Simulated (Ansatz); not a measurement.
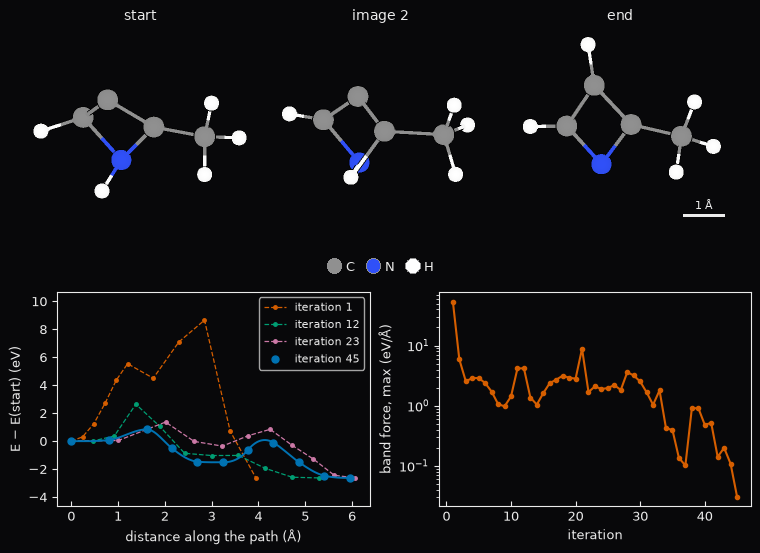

A nudged-elastic-band calculation for C₄H₅N. Images are numbered from 0 (start) to 10 (end). The plot follows the band through its iterations. The picture is a ball-and-stick view, seen at a tilt.

The calculation used Ansatz, RKS PBE0-D4/cc-pVDZ. Set-up: 9 movable images; climbing image; force threshold 0.05 eV/Å; iteration limit 60; starting path through a guess of the saddle point.

> How did the profile develop, and is the result final?

The run is converged, with reservations. The band converged in 45 iterations. The largest component of the band force went from 54 to 0.031 eV/Å. The climbing image converged on the top of the path. Its vibrational analysis gives one imaginary mode (1074i cm⁻¹), as a transition state must have. The first iteration put the highest image at 8.66 eV. The energy climbs by 0.85 eV to image 2 and then falls by 3.48 eV, so the end point sits at −2.63 eV.

Cost: 23 min on 2 threads of Arm Neoverse N1 (shared host), peak memory 0.21 GiB.
